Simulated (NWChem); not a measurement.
# One shape, several levels: SnH3F (SMILES [F][SnH3])

Aim: a comparison of 6 runs (HF/STO-3G, HF/3-21G, PBE0/def2-SVP, SVWN5/def2-SVP, B2PLYP/def2-TZVP, MP2/def2-TZVP) of SnH3F. 

The calculation is run with NWChem 7.3.0.

## (1) The system as given

SnH3F has 5 atoms, charge 0, and is taken as a singlet. SMILES: `[F][SnH3]`. Geometry: relaxed at PBE0-D4/def2-TZVP.

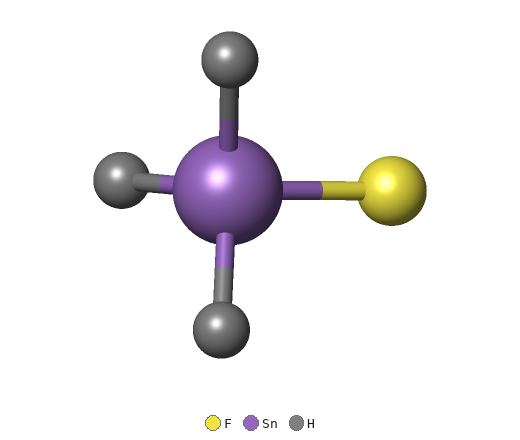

The structure, seen from a chosen angle (fluorine yellow, tin purple, hydrogen grey).

## (2) Energy and gradient at HF/STO-3G (run 1)

Input file job.nw:

```
echo
start job
title "FH3Sn hf"
memory 2200 mb
geometry units angstroms noautosym nocenter noautoz
 F     -1.285000     0.718300     1.005000
 Sn     0.100400    -0.065900    -0.079000
 H     -0.528400    -0.054800    -1.659100
 H      0.318900    -1.626500     0.560600
 H      1.444100     0.955200     0.131000
end
basis spherical bse
 F library STO-3G
 Sn library STO-3G
 H library STO-3G
end
scf
 thresh 1e-08
 maxiter 80
end
task scf gradient
```

Launch:

```sh
$ nwchem job.nw > job.out
```

Output:

```text
[...]
  functions       =    35
[...]
  wavefunction    = RHF
[...]
         Total SCF energy =  -6063.072065321790
      One-electron energy =  -8738.641693352614
      Two-electron energy =   2499.728077271885
 Nuclear repulsion energy =    175.841550758939
        Time for solution =      1.6s
[...]
                         RHF ENERGY GRADIENTS
    atom               coordinates                        gradient
                 x          y          z           x          y          z
   1 F      -2.428298   1.357390   1.899175   -0.008898   0.005036   0.006958
   2 Sn      0.189728  -0.124533  -0.149288    0.005165  -0.002919  -0.004036
   3 H      -0.998531  -0.103557  -3.135244   -0.013369   0.002206  -0.021751
   4 H       0.602634  -3.073639   1.059380   -0.000197  -0.022235   0.012755
   5 H       2.728953   1.805066   0.247554    0.017299   0.017912   0.006075
[...]
```

Wall time 2.9 s (1 thread of Intel Xeon 6975P-C (Granite Rapids), shared host); peak memory 0.094 GiB.

## (3) Energy and forces at HF/3-21G (run 2)

Input file nw.nw:

```
start nw
title "FH3Sn hf"
memory total 2200 mb
geometry units angstrom noautosym nocenter noautoz
F       -1.285000       0.718300       1.005000
Sn       0.100400      -0.065900      -0.079000
H       -0.528400      -0.054800      -1.659100
H        0.318900      -1.626500       0.560600
H        1.444100       0.955200       0.131000
end
basis spherical bse
* library 3-21G
end
scf
thresh 1e-08
maxiter 80
print low
end
task scf gradient
```

Launch:

```sh
$ nwchem nw.nw > nw.out
```

Output:

```text
[...]
  functions       =    46
[...]
  wavefunction    = RHF
[...]
         Total SCF energy =  -6096.918561936524
      One-electron energy =  -8764.264236694875
      Two-electron energy =   2491.504123999412
 Nuclear repulsion energy =    175.841550758939
        Time for solution =      1.9s
[...]
                         RHF ENERGY GRADIENTS
    atom               coordinates                        gradient
                 x          y          z           x          y          z
   1 F      -2.428298   1.357390   1.899175   -0.009721   0.005502   0.007603
   2 Sn      0.189728  -0.124533  -0.149288    0.021446  -0.012137  -0.016780
   3 H      -0.998531  -0.103557  -3.135244    0.000458   0.001343   0.009272
   4 H       0.602634  -3.073639   1.059380   -0.003479   0.008638  -0.001044
   5 H       2.728953   1.805066   0.247554   -0.008704  -0.003347   0.000950
 Task  times  cpu:        2.5s     wall:        2.5s
 Total times  cpu:        2.5s     wall:        2.5s
```

It took 3.3 s on 1 thread of Intel Xeon 6975P-C (Granite Rapids), shared host; peak memory 0.097 GiB.

## (4) Energy and gradient at PBE0/def2-SVP (core potential) (run 3)

Input file input.nw:

```
start input
title "FH3Sn"
memory 2200 mb

geometry noautosym nocenter noautoz
  F    -1.285000    0.718300    1.005000
  Sn    0.100400   -0.065900   -0.079000
  H    -0.528400   -0.054800   -1.659100
  H     0.318900   -1.626500    0.560600
  H     1.444100    0.955200    0.131000
end

basis "ao basis" spherical bse
  F library def2-SVP
  Sn library def2-SVP
  H library def2-SVP
end

ecp bse
  Sn library def2-SVP
end

dft
  xc pbe0
  mult 1
  grid xfine
  convergence energy 1e-08
  iterations 100
  mulliken
  print medium
end

task dft gradient
```

Launch:

```sh
$ nwchem input.nw > input.out
```

Output:

```text
[...]
          Wavefunction type:  closed shell.
          No. of atoms     :     5
          No. of electrons :    34
[...]
          Charge           :     0
          Spin multiplicity:     1
[...]
          AO basis - number of functions:    55
[...]
              XC Information
              --------------
                         PBE0 Method XC Functional
                     Hartree-Fock (Exact) Exchange  0.250
          PerdewBurkeErnzerhof Exchange Functional  0.750
            Perdew 1991 LDA Correlation Functional  1.000 local
           PerdewBurkeErnz. Correlation Functional  1.000 non-local
[...]
 d= 0,ls=0.0,diis     1   -315.6892415789 -3.96D+02  2.83D-02  5.09D-01     1.4
[...]
 d= 0,ls=0.0,diis     8   -315.7575055821 -1.75D-10  9.73D-08  1.85D-11     8.9
         Total DFT energy =     -315.757505582093
      One electron energy =     -678.157461877068
           Coulomb energy =      311.494730824264
    Exchange-Corr. energy =      -29.559762495572
 Nuclear repulsion energy =       80.464987966284
[...]
  wavefunction    = closed shell
                         DFT ENERGY GRADIENTS
    atom               coordinates                        gradient
                 x          y          z           x          y          z
   1 F      -2.428298   1.357390   1.899175    0.006838  -0.003871  -0.005353
   2 Sn      0.189728  -0.124533  -0.149288   -0.004392   0.002488   0.003437
   3 H      -0.998531  -0.103557  -3.135244    0.000351   0.000229   0.002301
   4 H       0.602634  -3.073639   1.059380   -0.000701   0.002175  -0.000458
   5 H       2.728953   1.805066   0.247554   -0.002096  -0.001022   0.000074
[...]
```

Wall time 11 s (1 thread of Intel Xeon 6975P-C (Granite Rapids), shared host); peak memory 0.13 GiB.

Runs 4 to 5 aren't shown in full; the table further down has their settings and results.

## (5) Energy and forces at MP2/def2-TZVP (core potential) (run 6)

Input file run.py:

```python
from ase import Atoms
from ase.calculators.nwchem import NWChem

system = Atoms(['F', 'Sn', 'H', 'H', 'H'], positions=[
    [-1.285000, 0.718300, 1.005000],
    [0.100400, -0.065900, -0.079000],
    [-0.528400, -0.054800, -1.659100],
    [0.318900, -1.626500, 0.560600],
    [1.444100, 0.955200, 0.131000],
])

calc = NWChem(
    label='mymol',
    theory='mp2',
    memory='2200 mb',
    basis='def2-TZVP',
    basispar='spherical bse',
    scf={'nopen': '0', 'rhf': None, 'thresh': '1e-08', 'maxiter': '80'},
    mp2={'freeze': 'core 5', 'tight': None},
    **{'ecp bse': {'Sn library': 'def2-TZVP'}},
)
system.calc = calc

forces = system.get_forces()
print("Total energy (eV):", round(system.get_potential_energy(), 6))
print("forces (eV/A):")
for s, f in zip(system.symbols, forces):
    print(f"{s:2s} {f[0]:10.5f} {f[1]:10.5f} {f[2]:10.5f}")
```

Launch:

```sh
$ export ASE_NWCHEM_COMMAND="nwchem PREFIX.nwi > PREFIX.nwo"
$ python run.py
```

Output:

```text
Total energy (eV): -8576.085811
forces (eV/A):
F     0.07086   -0.04011   -0.05533
Sn    0.07888   -0.04479   -0.06181
H     0.10958   -0.00350    0.26570
H    -0.03414    0.26344   -0.11076
H    -0.22518   -0.17499   -0.03780
```

The calculator wrote mymol.nwi:

```
title "mymol"

permanent_dir mymol

scratch_dir mymol

start mymol

geometry units angstrom nocenter noautosym noautoz
  F  -1.2849999999999999e+00 7.1830000000000005e-01 1.0049999999999999e+00
  Sn 1.0040000000000000e-01 -6.5900000000000000e-02 -7.9000000000000001e-02
  H  -5.2839999999999998e-01 -5.4800000000000001e-02 -1.6591000000000000e+00
  H  3.1890000000000002e-01 -1.6265000000000001e+00 5.6059999999999999e-01
  H  1.4440999999999999e+00 9.5520000000000005e-01 1.3100000000000001e-01
end

memory 2200 mb

basis spherical bse noprint
   * library def2-TZVP
end

scf
  nopen 0
  rhf
  thresh 1e-08
  maxiter 80
end
mp2
  freeze core 5
  tight
end
ecp bse
  Sn library def2-TZVP
end

task mp2 gradient
```

mymol.nwo:

```text
Northwest Computational Chemistry Package (NWChem) 7.3.0
             --------------------------------------------------------

           Job information
           ---------------

    nwchem branch   = 7.3.0
    use scalapack   = T
    input           = mymol.nwi
    prefix          = mymol.
    data base       = mymol/mymol.db
    status          = startup
    nproc           =        1

           Memory information
           ------------------

[... 5 lines left out ...]
    hardfail = no
[... 132 lines left out ...]
 Convergence threshold     :          1.000E-08
[... 16 lines left out ...]
      One-electron energy =   -678.138515485113
[... 37 lines left out ...]
                       ROHF Final Molecular Orbital Analysis
[... 430 lines left out ...]
  MP2 natural orbitals output to mymol/mymol.mp2nos
[... 11 lines left out ...]
                 ----------------------------------------
                 |  Time  |  1-e(secs)   |  2-e(secs)   |
                 ----------------------------------------
                 |  CPU   |       0.02   |       5.27   |
                 ----------------------------------------
                 |  WALL  |       0.02   |       5.27   |
                 ----------------------------------------
 -----------------------
 Task  times  cpu:       41.0s     wall:       41.0s
 Total times  cpu:       41.0s     wall:       41.0s
```

Wall time 42 s (1 thread of Intel Xeon 6975P-C (Granite Rapids), shared host); peak memory 0.36 GiB.

## (6) The series

| run | level | iteration cap | module | energy (Eh) | dipole moment (D) | HOMO energy (eV) | LUMO energy (eV) | wall time |
| --- | --- | --- | --- | --- | --- | --- | --- | --- |
| 1 | HF/STO-3G | 80 | scf | -6063.072065 | 1.73 | -9.59 | 10.51 | 2.9 s |
| 2 | HF/3-21G | 80 | scf | -6096.918562 | – | – | – | 3.3 s |
| 3 | PBE0/def2-SVP (core potential) | 100 | dft | -315.757506 | 2.71 | -9.20 | -0.48 | 11 s |
| 4 | SVWN5/def2-SVP (core potential) | 100 | dft | -314.848376 | 2.53 | -7.66 | -1.53 | 6.3 s |
| 5 | B2PLYP/def2-TZVP (core potential) | 100 | dft | -315.725784 | 2.89 | -10.66 | 0.12 | 15 s |
| 6 | MP2/def2-TZVP (core potential) | 80 | mp2 | -315.165343 | 2.81 | -12.68 | 1.71 | 42 s |

## (7) Summary of results

| quantity | value |
| --- | --- |
| run 6: total energy | -315.16534 Eh |
| run 6: dipole moment (of the density that the program reports) | 2.81 D |
| run 6: HOMO energy (Hartree–Fock orbitals) | -12.68 eV |
| run 6: LUMO energy (Hartree–Fock orbitals) | 1.71 eV |
| run 6: HOMO–LUMO gap (Hartree–Fock orbitals) | 14.39 eV |
| run 6: correlation energy (5 core orbitals frozen) | -578.0 mEh |
| run 6: largest force on an atom | 0.288 eV/Å |

**Reading.** Over runs 1, 3, 4, 5, 6 the dipole moment (its size) runs from 1.73 D (HF/STO-3G) to 2.89 D (B2PLYP/def2-TZVP). The two ends differ in method and basis and core potential. A double hybrid's value is that of its SCF part. Over runs 1, 3, 4, 5 the HOMO–LUMO gap runs from 6.13 eV (SVWN5/def2-SVP) to 20.10 eV (HF/STO-3G). Totals of different functionals can't be ranked against each other. Some runs of one species differ in core potentials or relativity; totals across that change don't compare. In run 1 the basis is minimal, so the values are rough. In runs 1, 2 relativity is left out where basis or elements ask for it. All runs together took 81 s, the longest 42 s.
